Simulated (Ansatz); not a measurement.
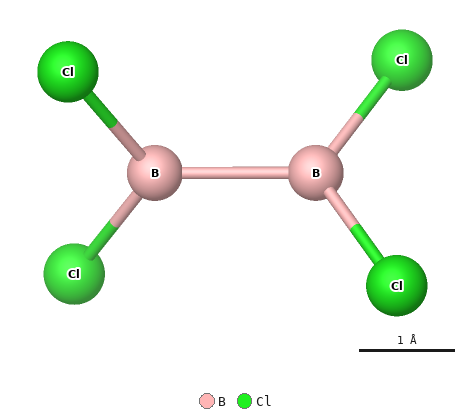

**Figure 1.** The structure as given in the input (ball-and-stick view, seen at a tilt). Bond lengths as drawn: B–B 1.69 Å and B–Cl 1.75 Å.

# Single-point calculation, with input and output: B$_{2}$Cl$_{4}$ (charge −1)

- system: B$_{2}$Cl$_{4}$ (B2(Cl)4), charge −1, multiplicity 2
- method: UKS PBE0-D4/def2-TZVPD (Ansatz 0.2.0)

The geometry comes from this level: PBE0-D4/def2-SVP.

Log
```
Functional definition: PBE0
  name "PBE0"
  cite "Adamo & Barone, J. Chem. Phys. 110, 6158 (1999) doi:10.1063/1.478522"
  cite "Perdew, Burke & Ernzerhof, Phys. Rev. Lett. 77, 3865 (1996) doi:10.1103/PhysRevLett.77.3865"
  parent pbe
  parameter a = 0.25
  parameter kappa = 0.804
  parameter beta = 0.06672455060314922
  exchange = (1 - a)*pbe_x(kappa = kappa, mu = beta*pi^2/3) + a*exact_x
  correlation = pbe_c(beta = beta)
these checks for a lower state are left out or cut short: starts
1562 factors; their error is unknown
mean field evaluation 1: about -51430.5484 eV, gradient 1.3e1 eV
mean field evaluation 2: about -51429.6266 eV, gradient 1.9e1 eV
mean field evaluation 4: about -51431.5897 eV, gradient 4.4e-1 eV
mean field evaluation 8: about -51431.7099 eV, gradient 1.2e-1 eV
mean field evaluation 16: about -51431.7099 eV, gradient 5.1e-4 eV
mean field -51431.70991230 eV, -1890.0804776119 hartree, gradient 3.4e-5 eV, S^2 0.754485; 0 other end points of the search recorded, 0 dependent functions left out
reference -51431.70996212 eV, -1890.0804794429 hartree; 40, 39 occupied and 218, 219 virtual orbitals, 1562 factors
Total energy: -51431.94780654 eV, -1890.0892200641 hartree
Checks for a lower state left out: starts
```

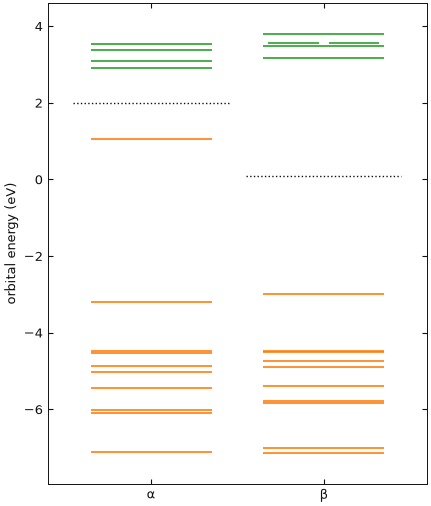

**Figure 2.** Orbital energies near the frontier for α and β spins; the dotted line parts filled from empty levels, and levels within 0.02 eV of each other stand side by side. α: highest filled 1.05 eV, lowest empty 2.92 eV, 1.87 eV apart; β: highest filled −2.98 eV, lowest empty 3.18 eV, 6.16 eV apart.

The run was set up as follows.

Input file
```yaml
crystal:
  periodic: [false, false, false]
  atoms:
    - {symbol: B, position_ang: [0.075854, 0.573316, -0.618312]}
    - {symbol: Cl, position_ang: [-1.342814, 1.364338, -1.263764]}
    - {symbol: Cl, position_ang: [1.649161, 0.974914, -1.263820]}
    - {symbol: B, position_ang: [-0.074444, -0.573281, 0.619183]}
    - {symbol: Cl, position_ang: [-0.187728, -0.060857, 2.285659]}
    - {symbol: Cl, position_ang: [-0.120020, -2.278439, 0.241056]}
basis:
  gaussian: {orbitals: def2-TZVPD}
total_charge: -1
magnetization: {spin_polarized: true, initial_magnetization: 1}
hamiltonian: {xc: pbe0, dispersion: d4}
scf: {omitted_lower_state_checks: [starts]}
output: {orbitals: {seedname: orbitals}}
```

Launched with:
```bash
ansatz run in.yaml --threads 2 --pin off --events-out ev --progress --plain --max-ram 32768MiB --backend cpu
```

Key numbers

- outcome: converged
- total energy: −51431.9478 eV
- mean-field energy: −51431.7100 eV
- dispersion energy: −0.2378 eV
- ⟨S²⟩: 0.754
- SCF solution under orbital rotations: stable
- HOMO (either spin): 1.05 eV
- LUMO (either spin): 2.92 eV
- hardware: 2 CPU threads, shared host
- wall time: 27 s (CPU time 45 s)
- peak memory: 1.2 GiB

Notes

The highest filled orbital lies above zero: either the extra electron isn't bound at this level, or the self-interaction error of the functional lifts the level.
